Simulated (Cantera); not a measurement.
Input: 1 mol SiH2Cl2, 0.017 mol C2H4, a varied amount of H2, equilibrated at 2100 °C and 0.930 bar.

Method: chemical equilibrium by Gibbs-energy minimisation in Cantera with the NASA 1993 tables (ideal gas, pure condensed phases). Candidate condensed phases: C, C6H6, C7H8, C8H18, Si, SiC; 109 gas species. Mutual solubility and eutectic melting of coexisting phases are not modelled. The tables' values for SiCl are old estimates; treat these amounts as uncertain. Gases not in the tables: Si2H6 and higher silanes. Equilibrium is a limit: real reactors are often held back by kinetics, nucleation or transport.

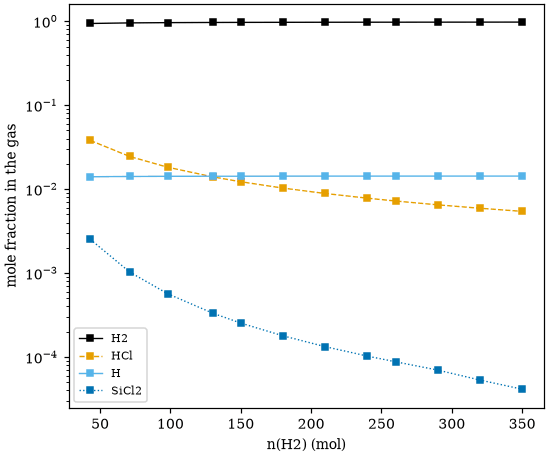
Fig. 1. Equilibrium gas composition (values under 1e-9 drawn at 1e-9)

At 43 mol H2 the condensed part is Si(l) + SiC(s). From 71 mol H2 to 260 mol H2 the condensed part is Si(l). From 290 mol H2 to 350 mol H2 nothing is condensed. The main Si-bearing gas is SiCl2 at 43 mol H2 and Si at 350 mol H2.
